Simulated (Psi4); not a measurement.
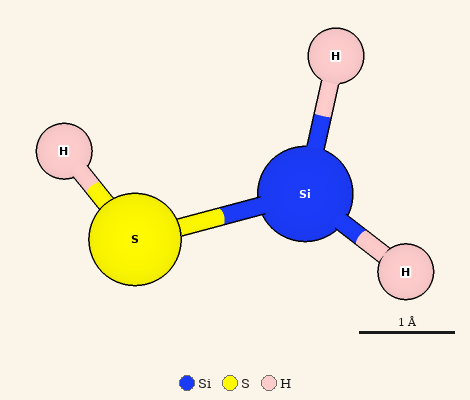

Fig. 1: The structure (ball-and-stick view, seen at a tilt).

# Run report: SiH$_{3}$S, excited-state calculation

- system: SiH$_{3}$S, multiplicity 2
- method: TDDFT (BP86)/6-31+G*, UKS, DKH3 (Psi4 1.11)

The geometry comes from this level: PBE0-D4/def2-TZVP.

The input (input.dat)
```
memory 1.6 GB

molecule m {
  0 2
  Si
  S 1 2.132293
  H 1 1.492481 2 111.39169
  H 1 1.487865 3 110.46229 2 -116.23684
  H 2 1.343675 1 94.74795 4 173.28682
  symmetry c1
}

set {
  basis                   6-31+G*
  reference               uks
  scf_type                pk
  tdscf_states            6
  tdscf_tda               false
  screening               schwarz
  guess                   core
  scf_initial_accelerator ediis
  maxiter                 50
  relativistic            dkh
  dkh_order               3
}

energy_value = energy("td-bp86")
```

Hardware: 1 thread of AMD EPYC (Zen 3), 16 GiB of memory available, shared host.

Run as:
```bash
psi4 -i input.dat -o output.dat -n 1
```

Log
```
Psi4 1.11 release

Relativistic analytic gradients are not implemented yet, re-routing to finite differences.

   => Loading Basis Set <=

    Name: 6-31+G*
    Role: ORBITAL
    Keyword: BASIS

         ---------------------------------------------------------
                                   SCF
                              UKS Reference
                        1 Threads,   1525 MiB Core
         ---------------------------------------------------------

  ==> Geometry <==

    Molecular point group: c1
    Full point group: C1

    Geometry (in Angstrom), charge = 0, multiplicity = 2:

       Center              X                  Y                   Z               Mass
    ------------   -----------------  -----------------  -----------------  -----------------
         SI          -0.002733113150    -0.023570536360    -1.103643697960    27.976926534650
         S           -0.002733113150    -0.023570536360     1.028649302040    31.972071174400
         H           -0.002733113150     1.366091547104    -1.648013819425     1.007825032230
         H            1.247635083071    -0.732655525744    -1.487727165368     1.007825032230
         H           -1.082326732441     0.768622853025     1.139868709630     1.007825032230

  Running in c1 symmetry.

  Rotational constants: A =      2.97637  B =      0.22367  C =      0.21355 [cm^-1]
  Rotational constants: A =  89229.35642  B =   6705.57606  C =   6402.18828 [MHz]
  Nuclear repulsion =   80.927909859448505

  Charge       = 0
  Multiplicity = 2
  Electrons    = 33
  Nalpha       = 17
  Nbeta        = 16

  ==> Algorithm <==

  SCF Algorithm Type is PK.
  DIIS enabled.
  MOM disabled.
  Fractional occupation disabled.
  Guess Type is CORE.
  Energy threshold   = 1.00e-06
  Density threshold  = 1.00e-06
  Integral threshold = 1.00e-12

  ==> Primary Basis <==

  Basis Set: 6-31+G*
    Blend: 6-31+G*
    Number of shells: 26
    Number of basis functions: 52
    Number of Cartesian functions: 52
    Spherical Harmonics?: false
    Max angular momentum: 2

  ==> DFT Potential <==

   => LibXC <=

    Version 7.1.2

   => Composite Functional: BP86 <=

    BP86 GGA Exchange-Correlation Functional

    Deriv               =              1
    GGA                 =           TRUE
    Meta                =          FALSE

    Exchange Hybrid     =          FALSE
    MP2 Hybrid          =          FALSE

   => Exchange Functionals <=

    1.0000     XC_GGA_X_B88

   => Correlation Functionals <=

    1.0000     XC_GGA_C_P86

   => LibXC Density Thresholds  <==

    XC_GGA_C_P86:  1.00E-15
    XC_GGA_X_B88:  1.00E-15

   => Molecular Quadrature <=

    Radial Scheme          =       TREUTLER
    Pruning Scheme         =           NONE
    Nuclear Scheme         =       TREUTLER

    Blocking Scheme        =         OCTREE
    BS radius alpha        =              1
    Pruning alpha          =              1
    Radial Points          =             75
    Spherical Points       =            302
    Total Points           =         110108
    Total Blocks           =            880
    Max Points             =            255
    Max Functions          =             52
    Weights Tolerance      =       1.00E-15

   => Loading Basis Set <=

    Name: (6-31+G* AUX)
    Role: DECON
    Keyword: BASIS_RELATIVISTIC

  ==> Integral Setup <==

  Using in-core PK algorithm.
   Calculation information:
      Number of atoms:                   5
      Number of AO shells:              26
      Number of primitives:             70
      Number of atomic orbitals:        52
      Number of basis functions:        52

      Integral cutoff                 1.00e-12
      Number of threads:                 1

  Performing in-core PK
  Using 1900262 doubles for integral storage.
  We computed 60575 shell quartets total.
  Whereas there are 61776 unique shell quartets.

  ==> DiskJK: Disk-Based J/K Matrices <==

    J tasked:                  Yes
    K tasked:                   No
    wK tasked:                  No
    Memory [MiB]:              994
    Schwarz Cutoff:          1E-12

  Cached 100.0% of DFT collocation blocks in 0.147 [GiB].

    Computing 3-order Douglas-Kroll-Hess integrals.
    Adding Douglas-Kroll-Hess corrections to the potential integrals.
  Minimum eigenvalue in the overlap matrix is 2.6320877474E-03.
  Reciprocal condition number of the overlap matrix is 4.0028495010E-04.
    Using symmetric orthogonalization.

  ==> Pre-Iterations <==

  SCF Guess: Core (One-Electron) Hamiltonian.

   -------------------------------------------------------
    Irrep   Nso     Nmo     Nalpha   Nbeta   Ndocc  Nsocc
   -------------------------------------------------------
     A         52      52      17      16      16       1
   -------------------------------------------------------
    Total      52      52      17      16      16       1
   -------------------------------------------------------

  ==> Iterations <==

                        Total Energy        Delta E     RMS |[F,P]|

   @UKS iter   1:  -673.15827845739307   -6.73158e+02   8.95653e-02 EDIIS/DIIS
   @UKS iter   2:  -676.59236836830848   -3.43409e+00   5.02528e-02 EDIIS/DIIS
   @UKS iter   3:  -684.63332347886194   -8.04096e+00   4.37690e-02 EDIIS/DIIS
   @UKS iter   4:  -689.74480606436487   -5.11148e+00   2.32289e-02 EDIIS/DIIS
   @UKS iter   5:  -690.07551264114136   -3.30707e-01   1.65699e-02 EDIIS/DIIS
   @UKS iter   6:  -690.94371240393571   -8.68200e-01   2.54094e-03 EDIIS/DIIS
   @UKS iter   7:  -690.95582865514302   -1.21163e-02   1.61506e-03 EDIIS/DIIS
   @UKS iter   8:  -690.96142366246704   -5.59501e-03   3.62767e-04 EDIIS/DIIS
   @UKS iter   9:  -690.96168326276393   -2.59600e-04   1.24676e-04 EDIIS/DIIS
   @UKS iter  10:  -690.96172791632125   -4.46536e-05   3.74572e-05 DIIS
   @UKS iter  11:  -690.96173086509725   -2.94878e-06   1.01816e-05 DIIS
   @UKS iter  12:  -690.96173106750632   -2.02409e-07   3.67382e-06 DIIS
   @UKS iter  13:  -690.96173109964627   -3.21400e-08   9.69679e-07 DIIS
  Energy and wave function converged.

  ==> Post-Iterations <==

   Electrons on quadrature grid:
      Nalpha   =   16.9999990880 ; deviation = -9.120e-07
      Nbeta    =   15.9999976445 ; deviation = -2.355e-06
      Ntotal   =   32.9999967325 ; deviation = -3.267e-06

   @Spin Contamination Metric:   1.545031242E-03
   @S^2 Expected:                7.500000000E-01
   @S^2 Observed:                7.515450312E-01
   @S   Expected:                5.000000000E-01
   @S   Observed:                5.000000000E-01

    Orbital Energies [Eh]
    ---------------------

    Alpha Occupied:

       1A    -88.436053     2A    -65.675380     3A     -7.753429
       4A     -5.734807     5A     -5.731448     6A     -5.726281
       7A     -5.117530     8A     -3.508368     9A     -3.506159
      10A     -3.504121    11A     -0.695219    12A     -0.488371
      13A     -0.392181    14A     -0.329401    15A     -0.316175
      16A     -0.264467    17A     -0.185135

    Alpha Virtual:

      18A     -0.040162    19A     -0.028549    20A      0.006329
      21A      0.026172    22A      0.036474    23A      0.037752
      24A      0.041253    25A      0.069276    26A      0.072104
      27A      0.078303    28A      0.085616    29A      0.126518
      30A      0.283642    31A      0.301551    32A      0.304192
      33A      0.321678    34A      0.407448    35A      0.430227
      36A      0.445279    37A      0.494102    38A      0.503602
      39A      0.542099    40A      0.583934    41A      0.614300
      42A      0.637032    43A      0.686410    44A      0.713259
      45A      0.785756    46A      0.796583    47A      0.937899
      48A      1.053880    49A      1.081089    50A      1.162031
      51A      2.810754    52A      3.768516

    Beta Occupied:

       1A    -88.435284     2A    -65.673077     3A     -7.752667
       4A     -5.734308     5A     -5.730430     6A     -5.724682
       7A     -5.114671     8A     -3.504792     9A     -3.502146
      10A     -3.501131    11A     -0.691042    12A     -0.475927
      13A     -0.387898    14A     -0.323504    15A     -0.308582
      16A     -0.252756

    Beta Virtual:

      17A     -0.134097    18A     -0.033732    19A     -0.020936
      20A      0.013742    21A      0.037496    22A      0.041696
      23A      0.044765    24A      0.050324    25A      0.071416
      26A      0.074966    27A      0.081981    28A      0.094034
      29A      0.129593    30A      0.290537    31A      0.309909
      32A      0.314739    33A      0.352982    34A      0.413677
      35A      0.441071    36A      0.460497    37A      0.506341
      38A      0.517108    39A      0.546688    40A      0.619396
      41A      0.639599    42A      0.650570    43A      0.694028
      44A      0.719056    45A      0.792349    46A      0.810882
      47A      0.949018    48A      1.061332    49A      1.091420
      50A      1.168109    51A      2.827076    52A      3.771799

    Final Occupation by Irrep:
              A
    DOCC [    16 ]
    SOCC [     1 ]
    NA   [    17 ]
    NB   [    16 ]

  @UKS Final Energy:  -690.96173109964627

   => Energetics <=

    Nuclear Repulsion Energy =             80.9279098594485049
    One-Electron Energy =               -1115.3890262615977917
    Two-Electron Energy =                 391.2538842155205430
    DFT Exchange-Correlation Energy =     -47.7544989130173931
    Empirical Dispersion Energy =           0.0000000000000000
    VV10 Nonlocal Energy =                  0.0000000000000000
    Total Energy =                       -690.9617310996462720

  UHF NO Occupations:
  HONO-2 :   15  A 1.9998437
  HONO-1 :   16  A 1.9995277
  HONO-0 :   17  A 1.0000000
  LUNO+0 :   18  A 0.0004723
  LUNO+1 :   19  A 0.0001563
  LUNO+2 :   20  A 0.0000712
  LUNO+3 :   21  A 0.0000526

Computation Completed

Properties will be evaluated at   0.000000,   0.000000,   0.000000 [a0]

Properties computed using the SCF density matrix

 Multipole Moments:

 ------------------------------------------------------------------------------------
     Multipole            Electronic (a.u.)      Nuclear  (a.u.)        Total (a.u.)
 ------------------------------------------------------------------------------------

 L = 1.  Multiply by 2.5417464519 to convert [e a0] to [Debye]
 Dipole X            :         -0.4458290            0.1522776           -0.2935513
 Dipole Y            :         -1.0447335            1.3132515            0.2685181
 Dipole Z            :          1.6860721           -1.8679852           -0.1819131
 Magnitude           :                                                    0.4374548

 ------------------------------------------------------------------------------------

	total time  =          4 seconds =       0.07 minutes

******************************************************************************************
**********                               WARNING                                **********
**********       The names of excited state variables changed between 1.5       **********
**********     and 1.6. For a quick solution, remove the symmetry specifier     **********
**********   from the variable name. For full details, see 'Notes on Psivars'   **********
**********                        in the documentation.                         **********
******************************************************************************************

         ---------------------------------------------------------
                         TDSCF excitation energies
         ---------------------------------------------------------

  ==> Options <==

     Residual threshold  : 1.0000e-04
     Initial guess       : denominators
     Reference           : UHF
     Solver type         : RPA (Hamiltonian)

  ==> Requested Excitations <==

      6 singlet states with A symmetry

  ==> Seeking the lowest 6 singlet states with A symmetry

                        Generalized Hamiltonian Solver

  ==> Options <==

    Max number of iterations        = 60
    Eigenvector tolerance           = 1.0000e-04
    Max number of expansion vectors = 1200

  => Iterations <=
                              Max[D[value]]     Max[|R|]   # vectors
  HamiltonianSolver iter   1:   1.92069e-01  1.09403e-01     24
  HamiltonianSolver iter   2:   6.33108e-03  3.88601e-02     30
  HamiltonianSolver iter   3:   4.88153e-04  1.30543e-02     42
  HamiltonianSolver iter   4:   4.56052e-05  4.05359e-03     54
  HamiltonianSolver iter   5:   3.47796e-06  1.46745e-03     66
  HamiltonianSolver iter   6:   3.53438e-07  5.16063e-04     78
  HamiltonianSolver iter   7:   3.16473e-08  1.91073e-04     88
  HamiltonianSolver iter   8:   3.77710e-09  6.81933e-05     94      Converged

******************************************************************************************
**********                               WARNING                                **********
**********  Length-gauge rotatory strengths are **NOT** gauge-origin invariant  **********
******************************************************************************************

                                    Excitation Energy         Total Energy        Oscillator Strength             Rotatory Strength
     #   Sym: GS->ES (Trans)        au              eV              au          au (length)    au (velocity)    au (length)    au (velocity)
    ---- -------------------- --------------- --------------- --------------- --------------- --------------- --------------- ---------------
     1        A->A (1 A)       0.12256         3.33501        -690.83917       0.0281          0.0165         -0.0313         -0.0205
     2        A->A (1 A)       0.14365         3.90881        -690.81809       0.0180          0.0228         -0.0045         -0.0157
     3        A->A (1 A)       0.15496         4.21660        -690.80677       0.0318          0.0359         -0.0061         -0.0079
     4        A->A (1 A)       0.17590         4.78656        -690.78583       0.0254          0.0243          0.0552          0.0589
     5        A->A (1 A)       0.18663         5.07846        -690.77510       0.0089          0.0130          0.0062          0.0218
     6        A->A (1 A)       0.19008         5.17226        -690.77165       0.0224          0.0228          0.0452          0.0423

Contributing excitations and de-excitations
Only contributions with abs(coeff) > 1.00e-01 will be printed:

Excited State    1 (1 A):   0.12256 au   371.77 nm f = 0.0281
Alpha orbitals:
  Sums of squares: Xssq =  3.422811e-02; Yssq =  3.070337e-03; Xssq - Yssq =  3.115778e-02
     17a (a) ->  18a (a)   -0.121247 ( 1.470%)
Beta orbitals:
  Sums of squares: Xssq =  9.699327e-01; Yssq =  1.090517e-03; Xssq - Yssq =  9.688422e-01
     16a (b) ->  17a (b)   -0.980449 (96.128%)

Excited State    2 (1 A):   0.14365 au   317.19 nm f = 0.0180
Alpha orbitals:
  Sums of squares: Xssq =  9.836534e-01; Yssq =  3.675147e-04; Xssq - Yssq =  9.832859e-01
     17a (a) ->  18a (a)   -0.985608 (97.142%)
     17a (a) ->  19a (a)    0.100931 ( 1.019%)
Beta orbitals:
  Sums of squares: Xssq =  1.751383e-02; Yssq =  7.997164e-04; Xssq - Yssq =  1.671411e-02
     16a (b) ->  17a (b)    0.110759 ( 1.227%)

Excited State    3 (1 A):   0.15496 au   294.04 nm f = 0.0318
Alpha orbitals:
  Sums of squares: Xssq =  9.910197e-01; Yssq =  2.764638e-04; Xssq - Yssq =  9.907432e-01
     17a (a) ->  19a (a)    0.988899 (97.792%)
Beta orbitals:
  Sums of squares: Xssq =  9.860552e-03; Yssq =  6.037627e-04; Xssq - Yssq =  9.256790e-03

Excited State    4 (1 A):   0.17590 au   259.03 nm f = 0.0254
Alpha orbitals:
  Sums of squares: Xssq =  2.919165e-02; Yssq =  2.025187e-03; Xssq - Yssq =  2.716646e-02
Beta orbitals:
  Sums of squares: Xssq =  9.734560e-01; Yssq =  6.225098e-04; Xssq - Yssq =  9.728335e-01
     15a (b) ->  17a (b)    0.979867 (96.014%)

Excited State    5 (1 A):   0.18663 au   244.14 nm f = 0.0089
Alpha orbitals:
  Sums of squares: Xssq =  1.612997e-01; Yssq =  1.280454e-03; Xssq - Yssq =  1.600193e-01
     17a (a) ->  20a (a)   -0.385624 (14.871%)
Beta orbitals:
  Sums of squares: Xssq =  8.404460e-01; Yssq =  4.652490e-04; Xssq - Yssq =  8.399807e-01
     14a (b) ->  17a (b)   -0.912523 (83.270%)

Excited State    6 (1 A):   0.19008 au   239.71 nm f = 0.0224
Alpha orbitals:
  Sums of squares: Xssq =  8.379249e-01; Yssq =  3.848225e-04; Xssq - Yssq =  8.375400e-01
     17a (a) ->  20a (a)   -0.907848 (82.419%)
Beta orbitals:
  Sums of squares: Xssq =  1.629525e-01; Yssq =  4.925368e-04; Xssq - Yssq =  1.624600e-01
     14a (b) ->  17a (b)    0.384612 (14.793%)

******************************************************************************************
**********                               WARNING                                **********
**********       The names of excited state variables changed between 1.5       **********
**********     and 1.6. For a quick solution, remove the symmetry specifier     **********
**********   from the variable name. For full details, see 'Notes on Psivars'   **********
**********                        in the documentation.                         **********
******************************************************************************************

    Psi4 run time: 0:00:25.77
```

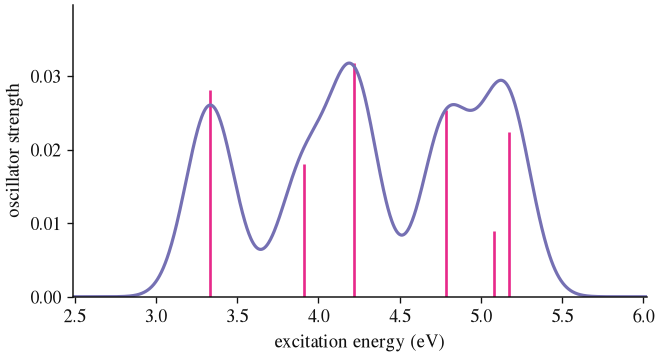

Fig. 2: Computed excitations as sticks (degenerate states added up, dark ones marked on the axis), with a Gaussian envelope of 0.35 eV full width at half maximum, scaled to the tallest. Of the 6 states the lowest lies at 3.34 eV (f = 0.028); the strongest line is at 4.22 eV, or 294 nm (f = 0.032).

Results in brief

- outcome: converged
- total energy: −690.961731 hartree
- basis functions: 52
- ⟨S²⟩: 0.752
- dipole moment: 1.11 D
- lowest excitation: 3.34 eV
- wall time: 27 s
- peak memory: 0.39 GiB

Notes

Settings chosen away from the usual ones: screening set to schwarz; guess set to core; scf_initial_accelerator set to ediis.
